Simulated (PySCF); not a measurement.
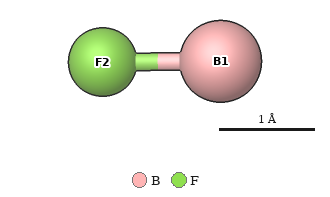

The structure (ball-and-stick view, seen on its broad side; atoms are numbered from 1 in the order of the input). Bond lengths as drawn: B–F 1.24 Å.

Polarizability calculation of BF

- system: BF (13768-60-0)
- method: HF/def2-QZVPP, RHF (PySCF 2.14.0)

The geometry comes from this level: GFN2-xTB.

### What the program printed
```
PySCF version 2.14.0

[INPUT] num. atoms = 2
[INPUT] num. electrons = 14
[INPUT] charge = 0
[INPUT] spin (= nelec alpha-beta = 2S) = 0
[INPUT] symmetry False subgroup None
[INPUT] Mole.unit = bohr
[INPUT] Symbol           X                Y                Z      unit          X                Y                Z       unit  Magmom
[INPUT]  1 B      0.000000000000   0.000000000000   0.000000000000 AA    0.000000000000   0.000000000000   0.000000000000 Bohr   0.0
[INPUT]  2 F      0.000000000000   0.000000000000   1.244389845402 AA    0.000000000000   0.000000000000   2.351556000000 Bohr   0.0

nuclear repulsion = 19.1362655195113
number of shells = 34
number of NR pGTOs = 154
number of NR cGTOs = 114
basis = def2-qzvpp
ecp = {}

******** <class 'pyscf.scf.hf.RHF'> ********
method = RHF
initial guess = minao
damping factor = 0
level_shift factor = 0
DIIS = <class 'pyscf.scf.diis.CDIIS'>
diis_start_cycle = 1
diis_space = 8
diis_damp = 0
SCF conv_tol = 1e-10
SCF conv_tol_grad = None
SCF max_cycles = 50
direct_scf = True
direct_scf_tol = 1e-13
Set gradient conv threshold to 1e-05
Initial guess from minao.
init E= -124.231263906001
  HOMO = -0.295684359924763  LUMO = 0.0507578603654171  gap/eV = 9.42717
cycle= 1 E= -124.134758496968  delta_E= 0.0965  |g|= 0.397  |ddm|= 0.904
  HOMO = -0.428500634358841  LUMO = 0.0626087973606158  gap/eV = 13.36377
cycle= 2 E= -124.159076119284  delta_E= -0.0243  |g|= 0.257  |ddm|= 0.283
  HOMO = -0.409621351159597  LUMO = 0.0690029885882376  gap/eV = 13.02403
cycle= 3 E= -124.168027138884  delta_E= -0.00895  |g|= 0.0306  |ddm|= 0.0828
  HOMO = -0.401619251564167  LUMO = 0.0727039250395144  gap/eV = 12.90699
cycle= 4 E= -124.168379744705  delta_E= -0.000353  |g|= 0.00762  |ddm|= 0.0487
  HOMO = -0.402447722699268  LUMO = 0.0721247402274842  gap/eV = 12.91377
cycle= 5 E= -124.168404101109  delta_E= -2.44e-05  |g|= 0.00161  |ddm|= 0.0147
  HOMO = -0.402565238413285  LUMO = 0.0719921285957214  gap/eV = 12.91336
cycle= 6 E= -124.168405312992  delta_E= -1.21e-06  |g|= 0.000352  |ddm|= 0.0028
  HOMO = -0.402551289608514  LUMO = 0.0719817223340986  gap/eV = 12.91270
cycle= 7 E= -124.168405382915  delta_E= -6.99e-08  |g|= 5.91e-05  |ddm|= 0.000523
  HOMO = -0.402549355526773  LUMO = 0.0719819087724366  gap/eV = 12.91265
cycle= 8 E= -124.16840538422  delta_E= -1.3e-09  |g|= 7.08e-06  |ddm|= 0.000123
  HOMO = -0.402549753777965  LUMO = 0.0719817375595417  gap/eV = 12.91266
cycle= 9 E= -124.168405384243  delta_E= -2.29e-11  |g|= 9.82e-07  |ddm|= 1.22e-05
  HOMO = -0.40254975230264  LUMO = 0.0719817400969561  gap/eV = 12.91266
```

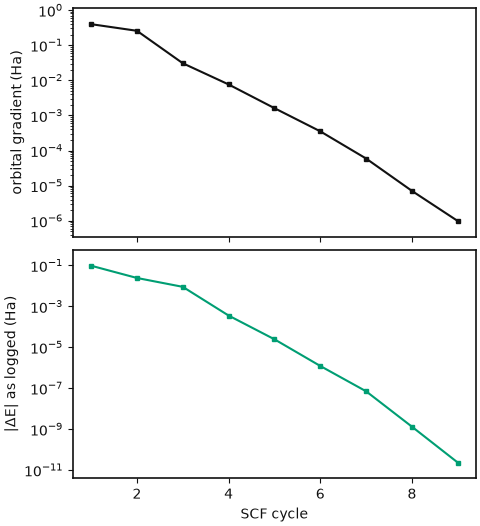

Convergence of the self-consistent field: orbital gradient and size of the energy change against the SCF cycle. The residual falls at every step.

```
Extra cycle  E= -124.168405384243  delta_E= -4.55e-13  |g|= 3.34e-07  |ddm|= 2.95e-06
converged SCF energy = -124.168405384243
E(HF) = -124.168405384
Isotropic polarizability 18.8312653632
Polarizability anisotropy 4.00161878796
isotropic polarizability 18.8313 bohr^3
```

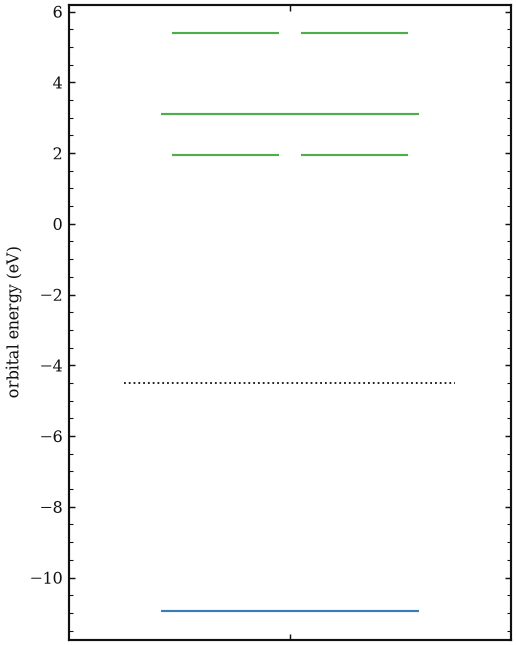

Orbital energies near the frontier; the dotted line parts filled from empty levels, and levels within 0.02 eV of each other stand side by side. Highest filled −10.95 eV, lowest empty 1.96 eV, 12.91 eV apart.

The run was set up as follows.

### Input file (input.py)
```python
import numpy
from pyscf import gto
from pyscf.prop.polarizability import rhf

mol = gto.M(
    atom='''
B      0.000000     0.000000     0.000000
F      0.000000     0.000000     2.351556
''',
    max_memory=1860,
    verbose=4,
    basis='def2-qzvpp',
    unit='bohr',
)

hf = mol.RHF()
hf.conv_tol = 1e-10
hf.kernel()
if not hf.converged:
    hf = hf.newton().run(hf.mo_coeff, hf.mo_occ)

e_tot = hf.e_tot
print('E(%s) = %.9f' % ('HF', e_tot))
pol = rhf.Polarizability(hf)
alpha = pol.polarizability()
print('isotropic polarizability %.4f bohr^3' % (numpy.trace(alpha) / 3))
alpha_w = pol.polarizability_with_freq(freq=0.0774)
beta = pol.hyper_polarizability()
```

Launch command:
```bash
OMP_NUM_THREADS=1 python input.py
```

### Summary

```json
{"quantity": "outcome", "value": "converged"}
{"quantity": "total energy", "value": "−124.168405 hartree"}
{"quantity": "basis functions", "value": "114"}
{"quantity": "HOMO", "value": "−10.95 eV"}
{"quantity": "LUMO", "value": "1.96 eV"}
{"quantity": "dipole moment", "value": "0.97 D"}
{"quantity": "hardware", "value": "1 thread of Arm Neoverse V1, 24 GiB of memory available, shared host"}
{"quantity": "wall time", "value": "2.9 min"}
{"quantity": "peak memory", "value": "0.3 GiB"}
```
